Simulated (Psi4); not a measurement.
**CH5FOSi (SMILES CO[SiH2]F) at 4 levels**

We compute a comparison of 4 runs (B3LYP/def2-SVP, TPSS/def2-SVP, r2SCAN/def2-SVP, revPBE/def2-SVP) of CH5FOSi. 

The results are computed with Psi4 1.11.

2 further runs of the same task are left out: 2 set aside as unsound or not needed.

## 1. The structure to begin with

CH5FOSi has 9 atoms, charge 0, and is taken as a singlet. SMILES: `CO[SiH2]F`. One bond was lengthened or shortened from a relaxed shape.

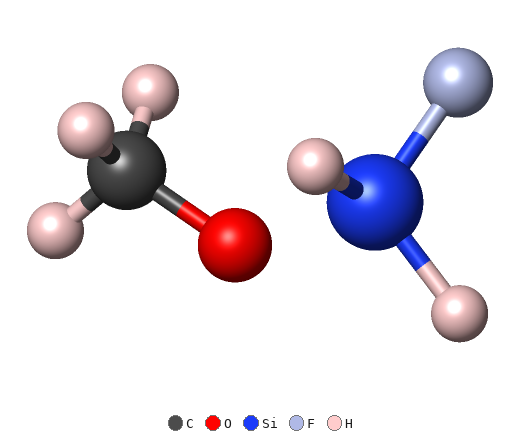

The structure, seen from a chosen angle (carbon dark grey, oxygen red, silicon blue, fluorine light blue, hydrogen pink).

## 2. Energy and forces at B3LYP/def2-SVP (run 1)

Contents of job.py:

```python
import psi4

psi4.set_memory('1600 MB')
psi4.set_num_threads(1)
psi4.core.set_output_file('ch5fosi.out', False)

mol = psi4.geometry("""
0 1
C     -0.553946     1.469745    -0.933766
O     -1.017346     0.254845    -0.383366
Si     0.168900    -1.127700     0.679900
F      1.202000    -1.865200    -0.290100
H     -0.084146     1.298045    -1.906166
H     -1.409646     2.132645    -1.068366
H      0.169654     1.962545    -0.274366
H     -0.748200    -2.141700     1.231900
H      0.992400    -0.434200     1.700300
symmetry c1
no_reorient
no_com
""")

options = {'basis': 'def2-SVP', 'puream': True, 'e_convergence': 1e-09, 'd_convergence': 1e-08, 'scf_type': 'pk', 'dft_radial_points': 99, 'dft_spherical_points': 590}
psi4.set_options(options)

e, wfn = psi4.gradient('B3LYP', molecule=mol, return_wfn=True)
print('gradient / Eh bohr^-1')
print(e.np.round(6))
print(f'energy = {wfn.energy():.10f} Eh')
for k, v in sorted(psi4.core.scalar_variables().items()):
    print(f'{k:45s} {v:18.10f}')
```

The run is started by

```bash
python job.py
```

ch5fosi.out:

```text
[...]
  Running in c1 symmetry.
[...]
  Nuclear repulsion =  166.625857102201280
[...]
  Multiplicity = 1
[...]
  Nalpha       = 21
  Nbeta        = 21
[...]
    Number of basis functions: 85
[...]
   @RKS iter   1:  -505.20361398506139   -5.88652e-01   8.71333e-03 ADIIS/DIIS
[...]
   @RKS iter  12:  -505.45673127394690   -5.68434e-14   3.18774e-09 DIIS
[...]
    Orbital Energies [Eh]
    ---------------------
    Doubly Occupied:
       1A    -66.211048     2A    -24.696410     3A    -19.115109
       4A    -10.219695     5A     -5.368859     6A     -3.733107
       7A     -3.731277     8A     -3.728718     9A     -1.183760
      10A     -0.940511    11A     -0.645291    12A     -0.570701
      13A     -0.471680    14A     -0.466863    15A     -0.461823
      16A     -0.427928    17A     -0.427663    18A     -0.403069
      19A     -0.367526    20A     -0.274445    21A     -0.251221
[...]
  @RKS Final Energy:  -505.45673127394690
   => Energetics <=
    Nuclear Repulsion Energy =            166.6258571022012802
    One-Electron Energy =               -1029.4796901266222449
    Two-Electron Energy =                 395.5416747709560923
    DFT Exchange-Correlation Energy =     -38.1445730204820208
    Empirical Dispersion Energy =           0.0000000000000000
    VV10 Nonlocal Energy =                  0.0000000000000000
    Total Energy =                       -505.4567312739469003
[...]
 Multipole Moments:
 ------------------------------------------------------------------------------------
     Multipole            Electronic (a.u.)      Nuclear  (a.u.)        Total (a.u.)
 ------------------------------------------------------------------------------------
 L = 1.  Multiply by 2.5417464519 to convert [e a0] to [Debye]
 Dipole X            :         -0.9047836            1.2098367            0.3050531
 Dipole Y            :         35.7533695          -35.7158899            0.0374796
 Dipole Z            :          4.4973085           -3.9278373            0.5694712
 Magnitude           :                                                    0.6471163
[...]
  -Total Gradient:
     Atom            X                  Y                   Z
    ------   -----------------  -----------------  -----------------
       1       -0.007754815705     0.021368341724    -0.011780825845
       2       -0.037144316295     0.060774478310    -0.045025874080
       3        0.046783877488    -0.065253403907     0.033907618086
       4       -0.007298195685     0.005503075445     0.012350173323
       5       -0.004773815743    -0.002861565815     0.008645809013
       6        0.007232501294    -0.005134620153     0.000801216302
       7       -0.005139702224    -0.008004332257    -0.001671679324
       8        0.005272132156    -0.002802306585     0.002357761283
       9        0.002794407029    -0.003579722183     0.000450400642
[...]
```

On the terminal:

```text
gradient / Eh bohr^-1
[[-0.007755  0.021368 -0.011781]
 [-0.037144  0.060774 -0.045026]
 [ 0.046784 -0.065253  0.033908]
 [-0.007298  0.005503  0.01235 ]
 [-0.004774 -0.002862  0.008646]
 [ 0.007233 -0.005135  0.000801]
 [-0.00514  -0.008004 -0.001672]
 [ 0.005272 -0.002802  0.002358]
 [ 0.002794 -0.00358   0.00045 ]]
energy = -505.4567312739 Eh
CURRENT ENERGY                                   -505.4567312739
CURRENT REFERENCE ENERGY                         -505.4567312739
DD SOLVATION ENERGY                                 0.0000000000
DFT FUNCTIONAL TOTAL ENERGY                      -505.4567312739
DFT TOTAL ENERGY                                 -505.4567312739
DFT VV10 ENERGY                                     0.0000000000
DFT XC ENERGY                                     -38.1445730205
GRID ELECTRONS ALPHA                               21.0000008623
GRID ELECTRONS BETA                                21.0000008623
GRID ELECTRONS TOTAL                               42.0000017247
NUCLEAR REPULSION ENERGY                          166.6258571022
ONE-ELECTRON ENERGY                             -1029.4796901266
PCM POLARIZATION ENERGY                             0.0000000000
PE ENERGY                                           0.0000000000
SCF ITERATION ENERGY                             -505.4567312739
SCF ITERATIONS                                     12.0000000000
SCF TOTAL ENERGY                                 -505.4567312739
TWO-ELECTRON ENERGY                               395.5416747710
XC GRID RADIAL POINTS                              99.0000000000
XC GRID SPHERICAL POINTS                          590.0000000000
XC GRID TOTAL POINTS                           500426.0000000000
```

Wall time 29 s (1 thread of Intel Xeon Platinum 8259CL at 2.50GHz (Skylake/Cascade Lake), shared host); peak memory 0.79 GiB.

## 3. The energy at TPSS/def2-SVP (run 2)

Contents of ch5fosi.xyz:

```xyz
9
CH5FOSi
C     -0.553946     1.469745    -0.933766
O     -1.017346     0.254845    -0.383366
Si     0.168900    -1.127700     0.679900
F      1.202000    -1.865200    -0.290100
H     -0.084146     1.298045    -1.906166
H     -1.409646     2.132645    -1.068366
H      0.169654     1.962545    -0.274366
H     -0.748200    -2.141700     1.231900
H      0.992400    -0.434200     1.700300
```

Contents of ch5fosi.py:

```python
import psi4

psi4.set_memory('1600 MB')
psi4.set_num_threads(1)
psi4.set_output_file('ch5fosi.out', False)

with open('ch5fosi.xyz') as f:
    atoms = ''.join(f.readlines()[2:])
molecule = psi4.geometry('0 1\n' + atoms + 'symmetry c1')

psi4.set_options({
    'basis': 'def2-SVP',
    'puream': True,
    'e_convergence': 1e-09,
    'd_convergence': 1e-08,
    'scf_type': 'pk',
    'dft_radial_points': 99,
    'dft_spherical_points': 590,
})

E, wfn = psi4.energy('tpss', return_wfn=True)
psi4.oeprop(wfn, 'MULLIKEN_CHARGES', 'QUADRUPOLE', 'LOWDIN_CHARGES')
print(f'total energy {E:.8f} hartree = {E * 27.211386:.5f} eV')
```

The run is started by

```bash
python ch5fosi.py
```

ch5fosi.out:

```text
[...]
  Running in c1 symmetry.
[...]
  Nuclear repulsion =  166.625857102201280
[...]
  Multiplicity = 1
[...]
  Nalpha       = 21
  Nbeta        = 21
[...]
    Number of basis functions: 85
[...]
   @RKS iter   1:  -505.20206037620648   -4.77449e-01   9.14674e-03 ADIIS/DIIS
[...]
   @RKS iter  12:  -505.48660297846095   -6.42331e-12   5.09687e-09 DIIS
[...]
    Orbital Energies [Eh]
    ---------------------
    Doubly Occupied:
       1A    -65.758721     2A    -24.426590     3A    -18.875813
       4A    -10.035813     5A     -5.193982     6A     -3.575393
       7A     -3.573211     8A     -3.569942     9A     -1.104973
      10A     -0.875117    11A     -0.594330    12A     -0.517479
      13A     -0.421502    14A     -0.411349    15A     -0.408680
      16A     -0.384537    17A     -0.382189    18A     -0.358791
      19A     -0.328357    20A     -0.234355    21A     -0.206747
[...]
  @RKS Final Energy:  -505.48660297846095
   => Energetics <=
    Nuclear Repulsion Energy =            166.6258571022012802
    One-Electron Energy =               -1029.4584706892233044
    Two-Electron Energy =                 404.6243812561139634
    DFT Exchange-Correlation Energy =     -47.2783706475528618
    Empirical Dispersion Energy =           0.0000000000000000
    VV10 Nonlocal Energy =                  0.0000000000000000
    Total Energy =                       -505.4866029784609509
[...]
 Multipole Moments:
 ------------------------------------------------------------------------------------
     Multipole            Electronic (a.u.)      Nuclear  (a.u.)        Total (a.u.)
 ------------------------------------------------------------------------------------
 L = 1.  Multiply by 2.5417464519 to convert [e a0] to [Debye]
 Dipole X            :          2.6086739           -2.3149822            0.2936917
 Dipole Y            :         -6.3189680            6.3770813            0.0581132
 Dipole Z            :          0.3203554            0.1851508            0.5055062
 Magnitude           :                                                    0.5875104
 L = 2.  Multiply by 1.3450342976 to convert [e a0^2] to [Debye ang]
 Quadrupole XX       :       -122.2762658           96.8376189          -25.4386468
 Quadrupole XY       :        112.6043087         -111.5055355            1.0987732
[...]
  Mulliken Charges: (a.u.)
   Center  Symbol    Alpha    Beta     Spin     Total
       1     C     2.90421  2.90421  0.00000  0.19157
       2     O     4.27994  4.27994  0.00000 -0.55988
       3    SI     6.60141  6.60141  0.00000  0.79719
       4     F     4.64638  4.64638  0.00000 -0.29277
       5     H     0.49590  0.49590  0.00000  0.00821
       6     H     0.48939  0.48939  0.00000  0.02123
       7     H     0.50004  0.50004  0.00000 -0.00008
       8     H     0.53688  0.53688  0.00000 -0.07376
       9     H     0.54586  0.54586  0.00000 -0.09172
   Total alpha = 21.00000, Total beta = 21.00000, Total charge =  0.00000
[...]
```

Standard output:

```text
total energy -505.48660298 hartree = -13754.99107 eV
```

Wall time 59 s (1 thread of Intel Xeon Platinum 8259CL at 2.50GHz (Skylake/Cascade Lake), shared host); peak memory 0.91 GiB.

Run 3 isn't shown in full; the table further down has it.

## 4. The energy at revPBE/def2-SVP (run 4)

Contents of ch5fosi.py:

```python
import psi4

psi4.set_memory(1600000000)
psi4.set_num_threads(1)
psi4.core.set_output_file('psi4.out', False)

molecule = psi4.geometry("""
0 1
C
O 1 1.411971
Si 2 2.1093 1 125.1623
F 3 1.59753 2 111.11275 1 -70.13521
H 1 1.093506 2 110.64255 3 82.54197
H 1 1.090769 5 108.82825 2 -118.84614
H 1 1.096019 6 108.59726 5 118.27041
H 3 1.47444 4 108.18408 2 116.98007
H 3 1.483344 8 114.16085 4 -117.64722
symmetry c1
no_reorient
no_com
""")

psi4.set_options({
    'basis': 'def2-SVP',
    'reference': 'rks',
    'puream': True,
    'e_convergence': 1e-09,
    'd_convergence': 1e-08,
    'scf_type': 'pk',
    'dft_radial_points': 99,
    'dft_spherical_points': 590,
})

E, wfn = psi4.energy("revpbe", return_wfn=True)
print('E =', round(E, 9))
```

The run is started by

```bash
python ch5fosi.py
```

psi4.out:

```text
[...]
  Running in c1 symmetry.
[...]
  Nuclear repulsion =  166.625837490586690
[...]
  Multiplicity = 1
[...]
  Nalpha       = 21
  Nbeta        = 21
[...]
    Number of basis functions: 85
[...]
   @RKS iter   1:  -505.00552654587472   -4.25002e-01   9.24090e-03 DIIS/ADIIS
[...]
   @RKS iter  12:  -505.30293837793323   -1.83036e-11   8.78079e-09 DIIS
[...]
    Orbital Energies [Eh]
    ---------------------
    Doubly Occupied:
       1A    -65.504094     2A    -24.280694     3A    -18.752848
       4A     -9.937256     5A     -5.138750     6A     -3.550462
       7A     -3.548459     8A     -3.545293     9A     -1.079860
      10A     -0.857947    11A     -0.579351    12A     -0.506636
      13A     -0.412360    14A     -0.401712    15A     -0.400254
      16A     -0.374729    17A     -0.372892    18A     -0.352521
      19A     -0.317247    20A     -0.228755    21A     -0.200306
[...]
  @RKS Final Energy:  -505.30293837793323
   => Energetics <=
    Nuclear Repulsion Energy =            166.6258374905866901
    One-Electron Energy =               -1029.4255187937069422
    Two-Electron Energy =                 404.5679769238194581
    DFT Exchange-Correlation Energy =     -47.0712339986324579
    Empirical Dispersion Energy =           0.0000000000000000
    VV10 Nonlocal Energy =                  0.0000000000000000
    Total Energy =                       -505.3029383779332306
[...]
 Multipole Moments:
 ------------------------------------------------------------------------------------
     Multipole            Electronic (a.u.)      Nuclear  (a.u.)        Total (a.u.)
 ------------------------------------------------------------------------------------
 L = 1.  Multiply by 2.5417464519 to convert [e a0] to [Debye]
 Dipole X            :         -3.2786660            3.6635458            0.3848797
 Dipole Y            :         -3.7403062            3.3119781           -0.4283281
 Dipole Z            :          4.7209295           -4.6550872            0.0658423
 Magnitude           :                                                    0.5795969
[...]
```

The script printed:

```text
E = -505.302938378
```

Run time: 24 s. Hardware: 1 thread of Intel Xeon Platinum 8259CL at 2.50GHz (Skylake/Cascade Lake), shared host; peak memory 0.8 GiB.

## 5. The series

```
run            level      task  energy (Eh)  dipole moment (D)  HOMO energy (eV)  LUMO energy (eV)  wall time
  1   B3LYP/def2-SVP  gradient  -505.456731               1.64             -6.84             -0.75       29 s
  2    TPSS/def2-SVP    energy  -505.486603               1.49             -5.63             -1.29       59 s
  3  r2SCAN/def2-SVP  gradient  -505.298759               1.59             -5.85             -1.24       58 s
  4  revPBE/def2-SVP    energy  -505.302938               1.47             -5.45             -1.42       24 s
```

## 6. Results

| quantity | value |
| --- | --- |
| run 4: total energy | -505.30294 Eh |
| run 4: dipole moment | 1.47 D |
| run 4: HOMO energy | -5.45 eV |
| run 4: LUMO energy | -1.42 eV |
| run 4: HOMO–LUMO gap | 4.03 eV |

What this shows: The dipole moment (its size) runs from 1.47 D (revPBE/def2-SVP) to 1.64 D (B3LYP/def2-SVP). The HOMO–LUMO gap runs from 4.03 eV (revPBE/def2-SVP) to 6.09 eV (B3LYP/def2-SVP). Totals of different functionals can't be ranked against each other. All runs together took 2.8 min, the longest 59 s.
